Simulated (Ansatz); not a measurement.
```xyz
6

Ru    0.2645    0.3276    0.1025
O     0.1105    0.2962    1.7686
O     1.8612    0.4671   -0.3562
O    -0.6480    1.6079   -0.4709
N    -0.3275   -1.1391   -0.5559
H    -1.2608   -1.5597   -0.4880
```

Geometry: PBE0-D4/def2-SVP; core potentials replace the inner electrons of Ru.

Method: RKS PBE0-D4/def2-TZVP (Ansatz).

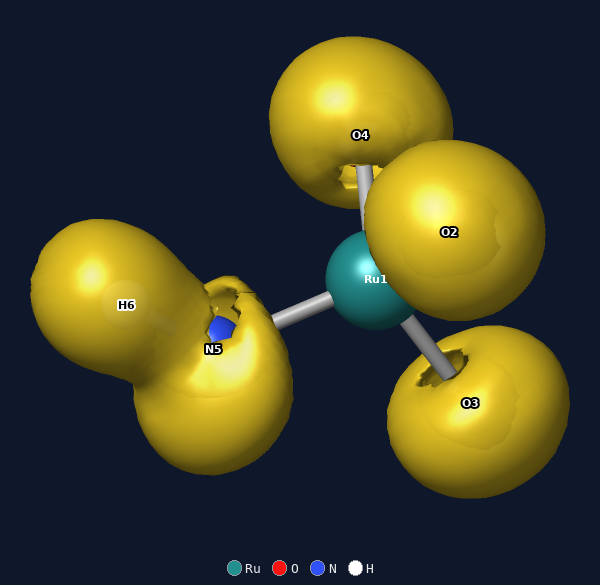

HNO$_{3}$Ru. Isosurface of the electron localisation function at 0.75 (yellow), seen at a tilt. Core shells and regions of very low density are left out.

> What do the ELF domains correspond to?

The ELF exceeds this value in three regions wrapped around O (the valence shell of each) and one joined region spread over several atoms (H, N), in which their bonds and any lone pairs are merged. Along the contacts the grid gives the following. Ru–O (1.67 Å): the ELF peaks at about 0.75 in the valence shell of O, 0.5 Å from its nucleus, and drops to about 0.40 between the two atoms. Ru–N (1.71 Å): the ELF peaks at about 0.75 in the valence shell of N, 0.6 Å from its nucleus, and drops to about 0.40 between the two atoms.
